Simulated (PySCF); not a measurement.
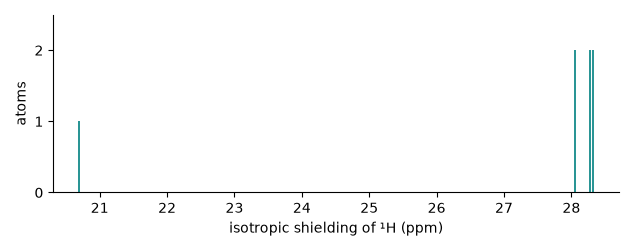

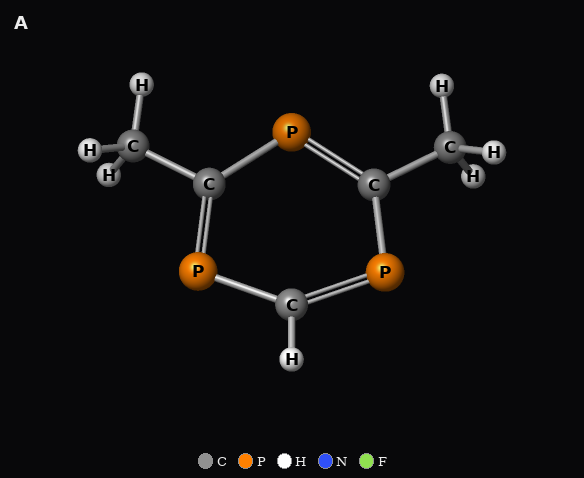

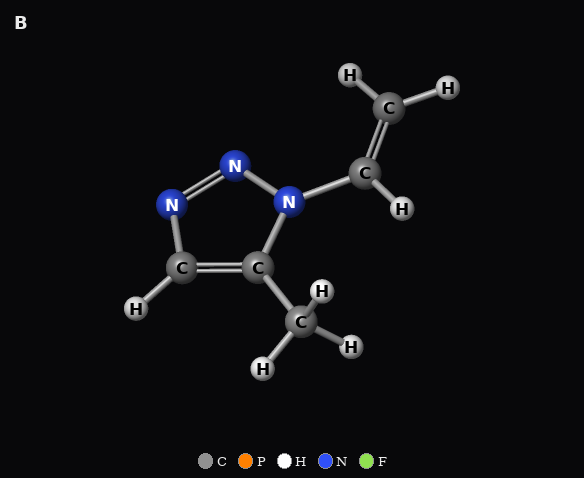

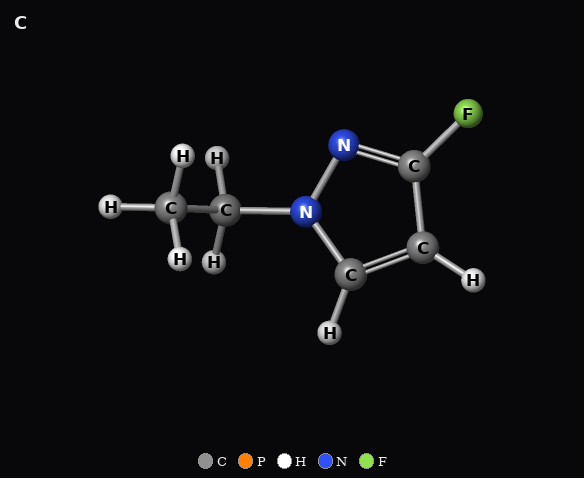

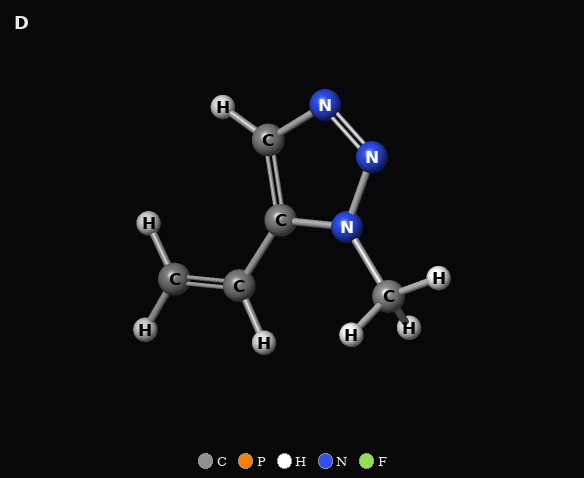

The sticks are computed shieldings of one of the molecules, for one fixed geometry (GFN2-xTB) without averaging over rotations. Low shielding means a high chemical shift. Method: GIAO PBE0/pcSseg-1 NMR shielding, non-relativistic, gas phase (PySCF 2.14.0).

Match the spectrum to a structure.

Answer. A, `Cc1pcpc(C)p1`. Its 7 H atoms give lines at 20.69, 28.05 (2 atoms), 28.27 (2 atoms), 28.32 (2 atoms) ppm.

The geometry is semi-empirical. Around P such bond lengths and angles can be off by a tenth of an ångström or more and by several degrees, and values that hang on the shape move with them.
